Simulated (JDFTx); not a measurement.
Nb(110) slab cut from bulk Nb (space group Im-3m, indices of the conventional cell, lattice of the Materials Project entry mp-75, not re-optimised): 4 atoms in 4 planes, a 1x1 cell of 7.78 Å² (|a| = 2.873, |b| = 2.873 Å), 6.8 Å between the outermost planes, cell height 23.0 Å, 8×8×1 k mesh, Fermi smearing 0.01 Ha, no spin polarisation.

Method: PBE, GBRV ultrasoft potentials, plane waves to 20/100 Ha, in JDFTx (a modified build). Liquid on both sides: CANDLE, acetonitrile, 1 M NaF; nuclei fixed. The electron chemical potential μ is absolute (zero in the bulk liquid) and is turned into a potential by U = −μ/e − 4.44 V vs SHE, a convention. In this non-aqueous liquid the SHE scale is nominal.

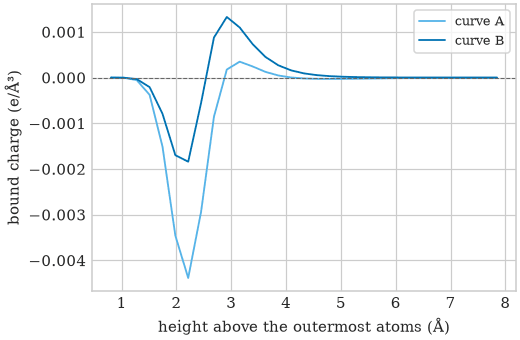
*Plane-averaged bound charge of the liquid for two states of the electrode*

Q: One curve is the neutral slab. Which, and what is the sign of the other's charge?

A: Curve B is neutral (potential of zero charge, -0.31 V). Curve A is positively charged, 4.9 μC/cm² at 0.00 V.
